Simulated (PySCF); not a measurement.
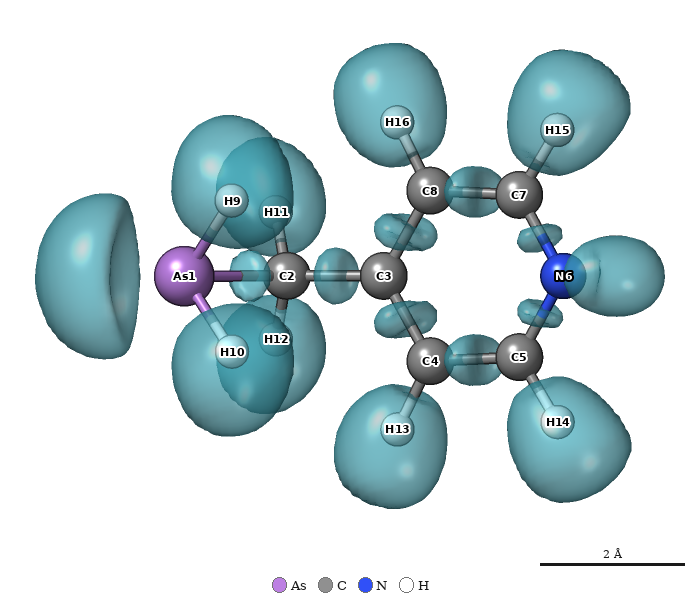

*C$_{6}$H$_{8}$AsN. Isosurface of the ELF at 0.85 (cyan), seen at a tilt. Core shells and regions of very low density are left out.*

Geometry: GFN2-xTB.

These are results of PySCF 2.14.0, wB97X-D/def2-SVPD, SCF density, gas phase, not measurements.

```xyz
16

As    2.8470   -0.1638    0.4657
C     1.4540   -0.4605   -0.9412
C     0.0976   -0.1477   -0.4315
C    -0.4312    1.1375   -0.5195
C    -1.6831    1.3861    0.0154
N    -2.4181    0.4651    0.6158
C    -1.9191   -0.7566    0.7024
C    -0.6794   -1.1142    0.2023
H     2.0621   -0.8464    1.5479
H     2.2775    1.1506    0.9145
H     1.5278   -1.5050   -1.2556
H     1.7126    0.1744   -1.7930
H     0.1309    1.9267   -1.0008
H    -2.1231    2.3740   -0.0351
H    -2.5476   -1.4830    1.2016
H    -0.3156   -2.1283    0.2993
```

Q: Identify the bonds, lone pairs and shells in this picture.

A: At this value the surface marks out one region between bonded As–C atoms (shared pairs), five regions between bonded C–C atoms (shared pairs), two regions between bonded C–N atoms (shared pairs), eight regions around hydrogen nuclei, one lobe on As, pointing away from the bonds (lone pairs) and one lobe on N, pointing away from the bonds (lone pairs).

Values along the shortest contacts:
C–N (1.32 Å): the ELF peaks at about 0.90 between the atoms (a covalent bond). C–C (1.38 Å): the ELF peaks at about 0.95 between the atoms: localised, covalent bonding.
